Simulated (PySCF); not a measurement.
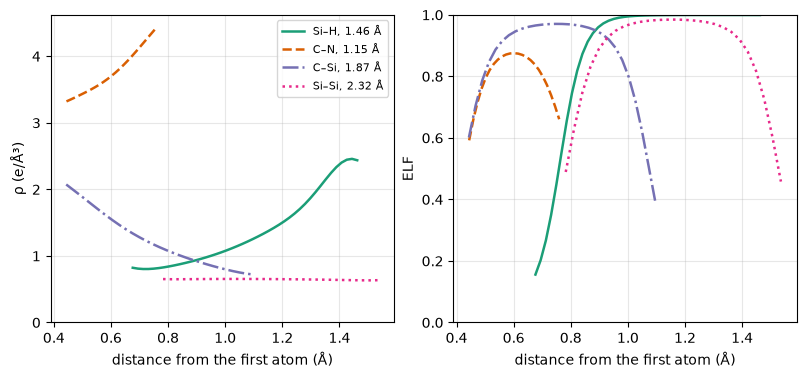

*CH7NSi3 (SMILES N#C[SiH2][SiH2][SiH3]). Total electron density and ELF along straight lines between neighbouring atoms. The curves leave out the atomic cores.*

Geometry: GFN2-xTB.

Theory: PBE0/pcSseg-1, SCF density, gas phase, non-relativistic in PySCF 2.14.0.

```json
{"atom": "N", "x (Å)": "3.0188", "y (Å)": "1.3717", "z (Å)": "0.2366"}
{"atom": "C", "x (Å)": "2.4112", "y (Å)": "0.3997", "z (Å)": "0.2529"}
{"atom": "Si", "x (Å)": "1.3621", "y (Å)": "-1.1443", "z (Å)": "0.2386"}
{"atom": "Si", "x (Å)": "-0.5966", "y (Å)": "-0.6405", "z (Å)": "-0.9051"}
{"atom": "Si", "x (Å)": "-1.7916", "y (Å)": "1.1772", "z (Å)": "-0.1042"}
{"atom": "H", "x (Å)": "1.1930", "y (Å)": "-1.4469", "z (Å)": "1.6656"}
{"atom": "H", "x (Å)": "2.2674", "y (Å)": "-2.1561", "z (Å)": "-0.3184"}
{"atom": "H", "x (Å)": "-1.4134", "y (Å)": "-1.8676", "z (Å)": "-0.8864"}
{"atom": "H", "x (Å)": "-0.2550", "y (Å)": "-0.4780", "z (Å)": "-2.3282"}
{"atom": "H", "x (Å)": "-2.1709", "y (Å)": "0.9655", "z (Å)": "1.2957"}
{"atom": "H", "x (Å)": "-0.9933", "y (Å)": "2.4008", "z (Å)": "-0.1637"}
{"atom": "H", "x (Å)": "-3.0305", "y (Å)": "1.4179", "z (Å)": "-0.8475"}
```

What can be read from the curves?

Answer. Si–H (1.46 Å): ρ is about 0.8 e/Å³ halfway; the ELF climbs to about 1 towards the hydrogen, as it does in any bond to H.
C–N (1.15 Å): the density is about 3.6 e/Å³ at the midpoint; the ELF peaks at about 0.90 between the atoms (a short, multiple covalent bond).
C–Si (1.87 Å): ρ at the midpoint is about 0.88 e/Å³; the ELF peaks at about 1 between the atoms: localised, covalent bonding.
Si–Si (2.32 Å): ρ is about 0.65 e/Å³ halfway; the ELF peaks at about 1 between the atoms; a shared electron pair.
